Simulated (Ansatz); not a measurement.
# Calculations on BNH4F2

### Relaxation

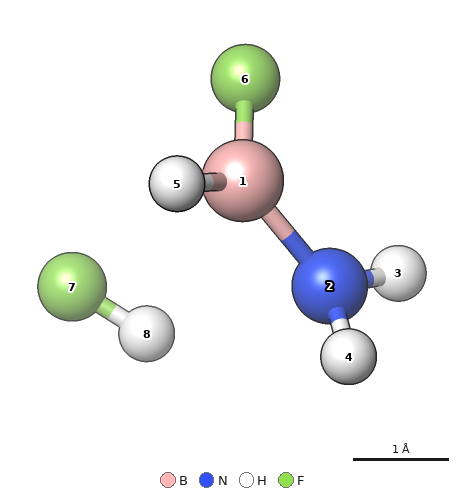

Starting structure of BNH$_{4}$F$_{2}$. Style: ball-and-stick. Shown at a tilt.

The run prepares an end point of a later path (reaction) calculation, from a guessed geometry.

All numbers below come from RKS r2SCAN-D4/def2-SVP (Ansatz 0.2.0).

Input file:
```yaml
crystal:
  periodic: [false, false, false]
  atoms:
    - { symbol: B, position_ang: [0.034577, -0.164731, 0.268171] }
    - { symbol: "N", position_ang: [0.027331, -0.239917, 1.746605] }
    - { symbol: H, position_ang: [-0.800358, -0.56933, 2.234354] }
    - { symbol: H, position_ang: [0.887073, -0.341819, 2.274811] }
    - { symbol: H, position_ang: [1.056858, -0.026535, -0.349629] }
    - { symbol: F, position_ang: [-1.129233, -0.338699, -0.352258] }
    - { symbol: F, position_ang: [-0.286357, 2.33397, 0.437538] }
    - { symbol: H, position_ang: [-0.247991, 1.94546, 1.279109] }
basis:
  gaussian: { orbitals: def2-SVP }
hamiltonian:
  xc: r2scan
  dispersion: d4
relax:
  f_tol: 0.03
  max_steps: 50
output:
  orbitals: {}
```

Launched with:
```bash
ansatz run input.yaml --threads 2 --pin off --max-ram 3072MiB --backend cpu --events-out ev --progress --plain --runs-dir out
```

### What does the optimiser find from here?

The atom that moves furthest after the best rigid fit is F7 (0.36 Å). By element the largest moves are F 0.36 Å, H 0.27 Å, N 0.15 Å, B 0.10 Å. Among the contacts that change: B1–N2 1.480 → 1.417 Å, F7–H8 0.928 → 0.941 Å. After 6 geometry steps the energy has fallen by 0.162 eV. The largest force component goes from 2.1 to 0.013 eV/Å. The run took 11 s on 2 threads of Intel(R) Xeon(R) Platinum 8488C (Sapphire Rapids) (shared host), peak memory 0.17 GiB.

Step by step:

```tsv
step	E − E(0), eV	largest force component, eV/Å
0	0.0000	2.0862
1	-0.1020	1.0353
2	-0.1325	0.8616
3	-0.1554	0.2410
4	-0.1606	0.1099
5	-0.1616	0.0898
6	-0.1618	0.0130
```

The structure at the end:

```xyz
8

B     0.0397   -0.2583    0.2367
N     0.0107   -0.1252    1.6467
H    -0.8238   -0.3644    2.1760
H     0.8636   -0.1434    2.1949
H     1.0714   -0.1703   -0.3760
F    -1.1071   -0.4825   -0.3983
F    -0.3066    2.4629    0.7733
H    -0.2060    1.6796    1.2854
```

The end point in the same view:

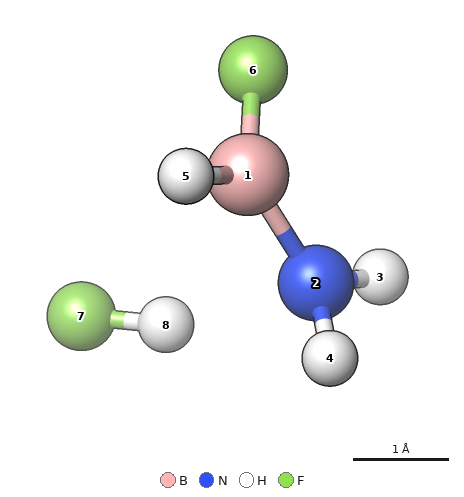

Limits of the set-up: the start holds two separate molecules, 2.3 Å apart at their closest, whose relative position is a soft coordinate.

### Relaxation

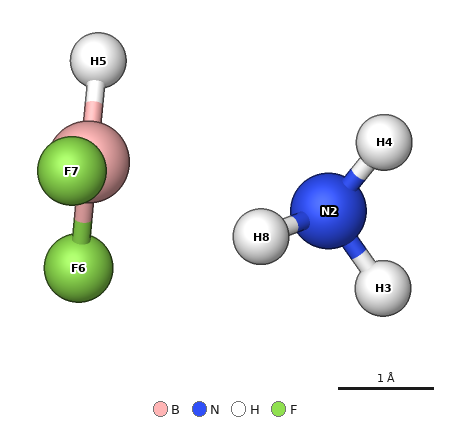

Starting structure of BNH4F2. Style: ball-and-stick. Shown at a tilt.

The run prepares an end point of a later path (reaction) calculation, from a guessed geometry.

Level of theory: RKS r2SCAN-D4/def2-SVP in Ansatz 0.2.0.

Input
```yaml
crystal:
  periodic: [false, false, false]
  atoms:
    - { symbol: B, position_ang: [-0.002446, 0.416476, -0.509856] }
    - { symbol: "N", position_ang: [-0.019999, 0.047654, 2.198957] }
    - { symbol: H, position_ang: [-0.745042, -0.40853, 2.751249] }
    - { symbol: H, position_ang: [0.820558, 0.148109, 2.767572] }
    - { symbol: H, position_ang: [1.017798, -0.110637, -0.862715] }
    - { symbol: F, position_ang: [-1.174463, -0.1568, -0.713853] }
    - { symbol: F, position_ang: [-0.012388, 1.65896, -0.045323] }
    - { symbol: H, position_ang: [-0.342118, 1.003167, 1.952669] }
basis:
  gaussian: { orbitals: def2-SVP }
hamiltonian:
  xc: r2scan
  dispersion: d4
relax:
  f_tol: 0.03
  max_steps: 50
```

Run as
```bash
ansatz run input.yaml --threads 2 --pin off --max-ram 3072MiB --backend cpu --events-out ev --progress --plain --runs-dir out
```

Predict the outcome.

After 12 accepted moves (14 points after the start) the energy has fallen by 70.9 kJ/mol. Largest force component: 0.73 eV/Å at the start, 0.0038 eV/Å at the end. The line search rejected the trial steps at points 1, 7 of the run. The largest move after the best rigid fit is that of H3, 0.87 Å. By element the largest moves are H 0.87 Å, B 0.59 Å, N 0.48 Å, F 0.46 Å. Near-neighbour distances that change, for instance: B1–N2 2.734 → 1.689 Å, B1–F6 1.321 → 1.379 Å, B1–F7 1.327 → 1.379 Å, B1–H5 1.201 → 1.226 Å. New bonds form, among them: B1–N2 (2.73 → 1.69 Å). Bond angles that change, for instance: H5–B1–F6 121.2° → 115.6°, F6–B1–F7 117.0° → 113.4°.

History of the run:

```csv
step,"E − E(0), kJ/mol","largest force component, eV/Å",note
0,0.00,0.7310,
1,2.00,1.3708,rejected
2,-5.40,0.6459,
3,-14.04,0.3882,
4,-26.70,0.5135,
5,-46.63,0.8719,
6,-61.54,1.7215,
7,-49.81,1.2375,rejected
8,-67.33,0.6904,
9,-69.58,0.1087,
10,-70.16,0.2301,
11,-70.18,0.4385,
12,-70.87,0.0432,
13,-70.90,0.0480,
14,-70.91,0.0038,
```

Final geometry:

```xyz
8

B     0.0145    0.3747    0.0819
N    -0.0826    0.2362    1.7622
H    -0.3496   -0.7099    2.0408
H     0.8080    0.4687    2.2058
H     0.8898   -0.4169   -0.2496
F    -1.2646    0.0503   -0.3183
F     0.3208    1.7080   -0.0902
H    -0.7944    0.8873    2.1061
```

After the run, drawn alike:

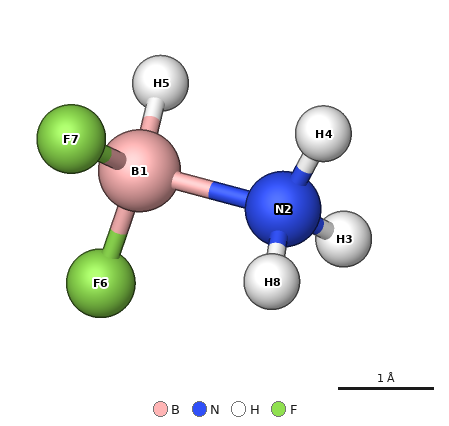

### Path

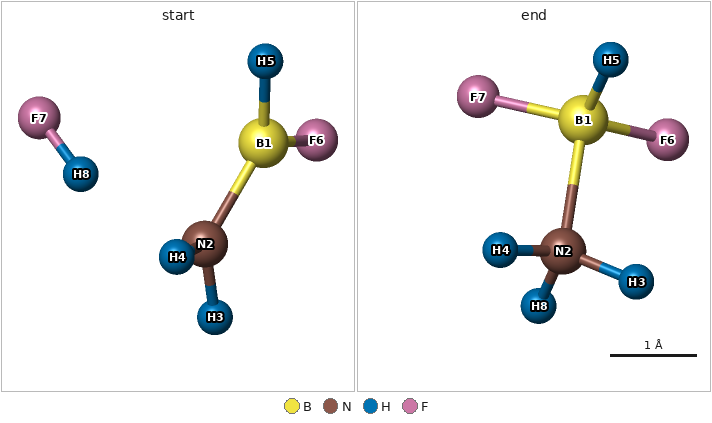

The two relaxed end points of a path for BNH4F2. A ball-and-stick model, seen at a tilt.

The calculation used Ansatz 0.2.0, RKS r2SCAN-D4/def2-SVP.

Set-up: 7 movable images; climbing image; force threshold 0.03 eV/Å; iteration limit 60.

Start:
```xyz
8

B     0.0402   -0.2572    0.2359
N     0.0104   -0.1262    1.6461
H    -0.8244   -0.3665    2.1746
H     0.8631   -0.1451    2.1947
H     1.0723   -0.1680   -0.3761
F    -1.1062   -0.4807   -0.4001
F    -0.3071    2.4631    0.7763
H    -0.2065    1.6790    1.2873
```

End:
```xyz
8

B     0.0404    0.4014    0.0864
N    -0.1066    0.2116    1.7581
H    -0.3644   -0.7470    2.0004
H     0.7651    0.4467    2.2364
H     0.9405   -0.3643   -0.2398
F    -1.2191    0.0662   -0.3636
F     0.3269    1.7445   -0.0371
H    -0.8410    0.8393    2.0978
```

What barrier does the band find between them, and by what path?

The energy climbs by 0.32 eV to image 2 and then falls by 1.41 eV, so the end point sits at −1.10 eV. Breaking: F7–H8 (0.94 → 1.08 at the top → 2.60 Å). Forming: B1–F7 (2.80 → 1.81 at the top → 1.38 Å), N2–H8 (1.85 → 1.41 at the top → 1.02 Å). The band converged in 13 iterations. The largest component of the band force went from 5.1 to 0.02 eV/Å. The climbing image converged on the top of the path. Its vibrational analysis gives one imaginary mode (621i cm⁻¹), as a transition state must have.

Energies of the converged images:

| image | path (Å) | E (eV) |
| --- | --- | --- |
| 0 | 0.00 | 0.000 |
| 1 | 0.47 | 0.074 |
| 2 | 0.94 | 0.316 |
| 3 | 1.33 | -0.270 |
| 4 | 1.72 | -0.920 |
| 5 | 2.10 | -1.059 |
| 6 | 2.49 | -1.074 |
| 7 | 2.87 | -1.090 |
| 8 | 3.26 | -1.098 |

The geometry at the top of the path:

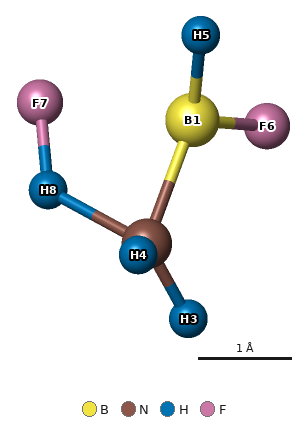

The run took 110 s on 2 threads of Intel(R) Xeon(R) Platinum 8488C (Sapphire Rapids), with other jobs on the host, peak memory 0.17 GiB.
